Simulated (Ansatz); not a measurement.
# BHSCl (SMILES S[B]Cl) at UB2PLYP/STO-3G

What is the vertical ionisation energy of BHSCl at UB2PLYP/STO-3G? 

Program for the calculation: Ansatz 0.2.0.

75 further runs of the same task are left out: 2 that didn't finish, 73 set aside as unsound or not needed.

### Step 1. Starting point

BHSCl: 4 atoms, total charge 0, spin state doublet. As SMILES, `S[B]Cl`. The shape is that of a PBE0-D4/def2-TZVP optimisation.

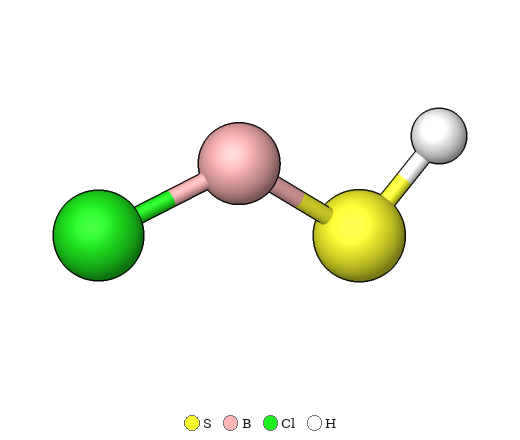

The structure, seen from a chosen angle (sulfur yellow, boron pink, chlorine green, hydrogen white).

### Step 2. A single-point energy at UB2PLYP/STO-3G

Input file in.yaml:

```yaml
basis:
  gaussian:
    orbitals: STO-3G
crystal:
  periodic: [false, false, false]
  atoms:
    - {symbol: S, position_ang: [0.566400, -0.789100, 0.531400]}
    - {symbol: B, position_ang: [-0.299600, 0.475700, -0.345800]}
    - {symbol: Cl, position_ang: [-2.014100, 0.616000, -0.427300]}
    - {symbol: H, position_ang: [1.802900, -0.362900, 0.221400]}
magnetization:
  spin_polarized: true
  initial_magnetization: 1
hamiltonian:
  xc: {name: B2PLYP}
correlation:
  frozen_orbitals: {B: 1, Cl: 5, H: 0, S: 5}
accuracy: high
```

Command:

```
$ ansatz run in.yaml --threads 1 --pin off --max-ram 2610MiB --events-out events.jsonl --progress --plain --runs-dir runs
```

Log:

```text
Warning: RAYON_NUM_THREADS=1 ignored (pool sized by the plan → 1); use --threads N
Functional definition: B2PLYP
  name "B2PLYP"
  parameter a = 0.53
  parameter c = 0.27
  exchange = (1 - a)*b88_x + a*exact_x
  correlation = (1 - c)*lyp_c + c*(mp2_os + mp2_ss)
427 factors; integrals over basis functions are off by at most 1.9e-8 eV
mean field evaluation 1: about -23773.4072 eV, gradient 9.5e0 eV
mean field evaluation 2: about -23773.4221 eV, gradient 9.5e0 eV
mean field evaluation 4: about -23774.4941 eV, gradient 1.4e0 eV
mean field evaluation 8: about -23774.5300 eV, gradient 5.6e-2 eV
mean field evaluation 16: about -23774.5301 eV, gradient 7.3e-6 eV
mean field -23774.53005979 eV, -873.6978647422 hartree, gradient 8.6e-8 eV, S^2 0.754983; 0 other end points of the search recorded, 0 dependent functions left out
11 core orbitals not correlated: weight in the atoms' cores, before any rotation towards them, 1.000 or more for the frozen orbitals, at most 0.000 for the correlated occupied ones
reference -23774.53007694 eV, -873.6978653724 hartree; 9, 8 occupied and 4, 5 virtual orbitals, 427 factors
second order -2.36796087 eV of doubles, -0.00000000 eV of singles
Total energy: -23775.16942638 eV, -873.7213610308 hartree
```

Wall time 2.5 s (1 thread of Arm Neoverse V1, shared host); peak memory 0.14 GiB.

### Step 3. The singlet cation

Input file run.yaml:

```yaml
crystal:
  periodic: [false, false, false]
  atoms:
    - symbol: S
      position_ang: [0.566400, -0.789100, 0.531400]
    - symbol: B
      position_ang: [-0.299600, 0.475700, -0.345800]
    - symbol: Cl
      position_ang: [-2.014100, 0.616000, -0.427300]
    - symbol: H
      position_ang: [1.802900, -0.362900, 0.221400]
basis:
  gaussian: {orbitals: STO-3G}
total_charge: 1
hamiltonian: {xc: {name: B2PLYP}}
correlation: {frozen_orbitals: {B: 1, Cl: 5, H: 0, S: 5}}
accuracy: high
```

Command:

```
$ ansatz run run.yaml --threads 1 --pin off --max-ram 2610MiB --events-out events.jsonl --progress --plain --runs-dir runs
```

Log, shortened:

```text
Warning: RAYON_NUM_THREADS=1 ignored (pool sized by the plan → 1); use --threads N
[... 2 set-up lines as earlier in the session ...]
[...]
427 factors; integrals over basis functions are off by at most 1.9e-8 eV
[...]
mean field -23767.98871467 eV, -873.4574747429 hartree, gradient 5.0e-8 eV, S^2 0.000000; 0 other end points of the search recorded, 0 dependent functions left out
11 core orbitals not correlated: weight in the atoms' cores, before any rotation towards them, 1.000 or more for the frozen orbitals, at most 0.000 for the correlated occupied ones
reference -23767.98873187 eV, -873.4574753749 hartree; 8, 8 occupied and 5, 5 virtual orbitals, 427 factors
second order -4.12387740 eV of doubles, -0.00000000 eV of singles
Total energy: -23769.10217877 eV, -873.4983937937 hartree
```

It took 1.6 s on 1 thread of Arm Neoverse V1, shared host; peak memory 0.099 GiB.

### Step 4. Outcome

At UB2PLYP/STO-3G, 11 core orbitals frozen:

```
                                          quantity          value
                       doublet BHSCl: total energy  -873.72136 Eh
                               doublet BHSCl: ⟨S²⟩          0.755
                      singlet cation: total energy  -873.49839 Eh
vertical ionisation energy (to the singlet cation)       6.067 eV
```

**Reading.** The vertical ionisation energy comes to 6.07 eV (140 kcal/mol). Only the singlet of the ionised species was computed; a triplet could lie lower. In a minimal basis such a difference can be off by several eV, whatever the method.
